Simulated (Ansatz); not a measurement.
# H4NSSi+ (SMILES N[SiH+]S): single points off equilibrium

Aim: energy, forces and dipole at a structure displaced at random from a GFN2-xTB minimum, from CCSD(T) and from density functionals.

Program: Ansatz 0.2.0, Gaussian basis. Level of theory: single points in def2-TZVPP. These are calculated values, not measurements.

Correlated methods freeze the cores.

**1. The system as given**

SMILES `N[SiH+]S`, 7 atoms, charge 1, spin multiplicity 1.

Atoms are counted from 1 here; the program's logs count them from 0.

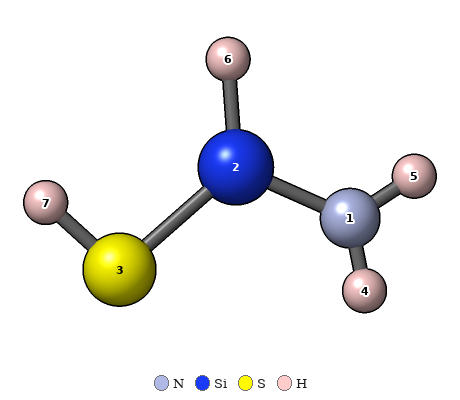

Start geometry, drawn with nitrogen light blue, silicon blue, sulfur yellow, hydrogen pink; atoms are numbered from 1 in the order of the file.

As a file:

| atom | x (Å) | y (Å) | z (Å) |
| --- | --- | --- | --- |
| N1 | -1.06270 | 0.44740 | -0.70760 |
| Si2 | 0.23140 | 0.20660 | 0.33140 |
| S3 | 1.23700 | -1.60800 | 0.11240 |
| H4 | -1.37300 | -0.20010 | -1.37170 |
| H5 | -1.64700 | 1.30040 | -0.70490 |
| H6 | 0.49630 | 1.24060 | 1.29350 |
| H7 | 2.12950 | -1.42000 | 1.07550 |

**2. CCSD(T)/def2-TZVPP**

The input, run/in.yaml:

```yaml
crystal:
  periodic: [false, false, false]
  atoms:
    - {symbol: N, position_ang: [-1.062700, 0.447400, -0.707600]}
    - {symbol: Si, position_ang: [0.231400, 0.206600, 0.331400]}
    - {symbol: S, position_ang: [1.237000, -1.608000, 0.112400]}
    - {symbol: H, position_ang: [-1.373000, -0.200100, -1.371700]}
    - {symbol: H, position_ang: [-1.647000, 1.300400, -0.704900]}
    - {symbol: H, position_ang: [0.496300, 1.240600, 1.293500]}
    - {symbol: H, position_ang: [2.129500, -1.420000, 1.075500]}
basis:
  gaussian: {orbitals: def2-TZVPP}
total_charge: 1
correlation: {method: ccsd_t}
output: {forces: true}
```

The command line of these runs was not kept.

**3. PBE0-D4/def2-TZVPP**

run/in.yaml: that of step 2 with these lines changed.

```diff
@@ -13,3 +13,3 @@
 total_charge: 1
-correlation: {method: ccsd_t}
-output: {forces: true}
+hamiltonian: {xc: pbe0, dispersion: d4}
+output: {forces: true, orbitals: {seedname: orbitals}}
```

**4. wB97M-V/def2-TZVPP**

run/in.yaml: that of step 3 with these lines changed.

```diff
@@ -13,3 +13,3 @@
 total_charge: 1
-hamiltonian: {xc: pbe0, dispersion: d4}
-output: {forces: true, orbitals: {seedname: orbitals}}
+hamiltonian: {xc: {name: wB97M-V}}
+output: {forces: true}
```

**5. r2SCAN-D4/def2-TZVPP**

run/in.yaml: that of step 4 with these lines changed.

```diff
@@ -13,3 +13,3 @@
 total_charge: 1
-hamiltonian: {xc: {name: wB97M-V}}
+hamiltonian: {xc: r2scan, dispersion: d4}
 output: {forces: true}
```

**6. PBE-D4/def2-TZVPP**

run/in.yaml: that of step 5 with these lines changed.

```diff
@@ -13,3 +13,3 @@
 total_charge: 1
-hamiltonian: {xc: r2scan, dispersion: d4}
+hamiltonian: {xc: pbe, dispersion: d4}
 output: {forces: true}
```

**7. SPW92/def2-TZVPP**

run/in.yaml: that of step 6 with these lines changed.

```diff
@@ -13,3 +13,3 @@
 total_charge: 1
-hamiltonian: {xc: pbe, dispersion: d4}
+hamiltonian: {xc: lda}
 output: {forces: true}
```

**8. wB97X-V/def2-TZVPP**

run/in.yaml: that of step 7 with these lines changed.

```diff
@@ -13,3 +13,3 @@
 total_charge: 1
-hamiltonian: {xc: lda}
+hamiltonian: {xc: {name: wB97X-V}}
 output: {forces: true}
```

(Steps that only read results are left out.)

What does the calculation give? Wanted: energy less free atoms, CCSD(T)/def2-TZVPP; RMS force component; RMS force error; HOMO and LUMO, PBE0-D4; T1 diagnostic.

**Answer**, as computed:

| quantity | value |
| --- | --- |
| energy less free atoms, CCSD(T)/def2-TZVPP | -1437.8 kJ/mol |
| RMS force component | 0.806 to 0.998 eV/Å over the methods |
| RMS force error | PBE0-D4 0.094, wB97M-V 0.069, r2SCAN-D4 0.067, PBE-D4 0.179, SPW92 0.297, wB97X-V 0.106 eV/Å |
| HOMO and LUMO, PBE0-D4 | -13.60 and -7.34 eV |
| T1 diagnostic | 0.014 |

**Reading.** Against CCSD(T) the functionals' energies less atoms differ by -384.9 to -58.5 kJ/mol, PBE-D4 by -105.9 kJ/mol. A larger basis would deepen the CCSD(T) value, while the functionals are nearly converged already, so the order here is not reliable. For forces r2SCAN-D4 does best and SPW92 worst. Frozen-core CCSD(T) forces in triple zeta carry basis errors of their own, and this is one geometry, so small gaps rank nothing.
